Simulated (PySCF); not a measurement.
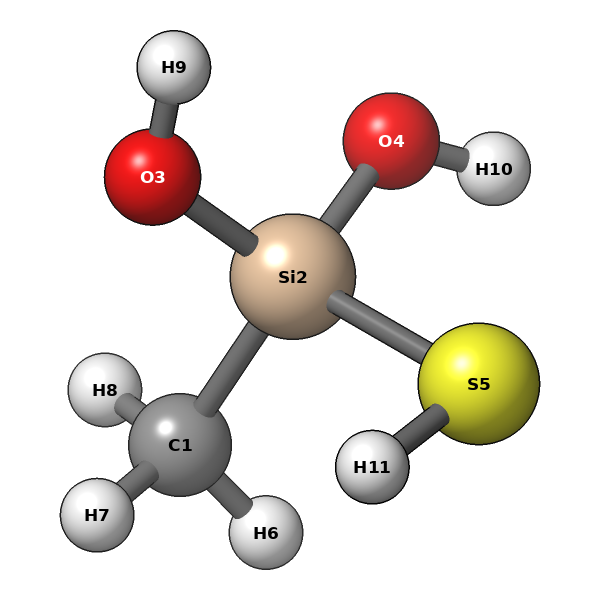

The geometry was computed by an optimisation with GFN2-xTB. No frequency run is at hand to confirm it as a minimum. Method: delta-SCF UKS SCAN, pcX-2 on the ionised atom, pcseg-1 elsewhere, spin-free X2C (PySCF 2.14.0).

Give the core-electron binding energies (to vacuum; p and d levels without spin–orbit splitting) of C1 1s, Si2 1s, Si2 2p, O3 1s, S5 1s, S5 2p.

| atom | level | binding energy (eV) |
| --- | --- | --- |
| C1 | 1s | 290.3 |
| Si2 | 1s | 1848.0 |
| Si2 | 2p | 108.1 |
| O3 | 1s | 538.8 |
| S5 | 1s | 2476.8 |
| S5 | 2p | 169.4 |

The geometry is semi-empirical. Around Si such bond lengths and angles can be off by a tenth of an ångström or more and by several degrees, and values that hang on the shape move with them.
